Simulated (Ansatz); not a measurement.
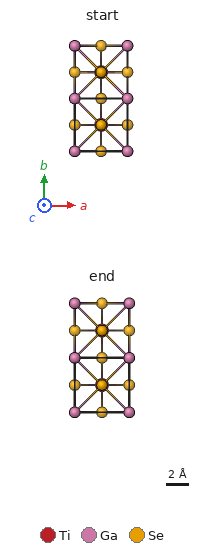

The structure of a crystal of TiGaSe$_{3}$ (a generated structure, set up in Pm-3m) (coarse preliminary run) before (top) and after (bottom) a relaxation, at one scale.

A ball-and-stick model of the cell of the calculation, repeated 1 × 2 × 1 with one cell outlined, seen along the c axis.

Level of theory: DFT PBE, scalar-relativistic, plane waves, PAW (Ansatz 0.2.0). Settings: plane-wave cutoff 420 eV; k-point mesh 4 × 4 × 4; occupations gaussian; smearing width 0.1 eV; collinear spin; cell and atoms relaxed; force threshold 0.04 eV/Å; at most 70 steps.

Question: What changed between the two?

Answer: The atoms keep their places relative to the cell (all moves are under 0.005 Å). Cell: a = b = c 4.839 → 4.999 Å (+3.3 %). Volume +10.2 %. Among the contacts that change: Ga–Se 3.422 → 3.535 Å, Se–Ti 2.420 → 2.500 Å. The space group stays Pm-3m (No. 221). Over 1 accepted move (2 points after the start) the energy falls by 49.6 meV per atom. All forces vanish by symmetry, so only the cell relaxes. The pressure goes from 7.14 to 0.26 GPa. The SCF was repeated once at an unchanged geometry on a basis and grid sized afresh for the cell, which shifted the energy by 0.2 meV per atom at most. The program noted that the starting moments weren't kept.
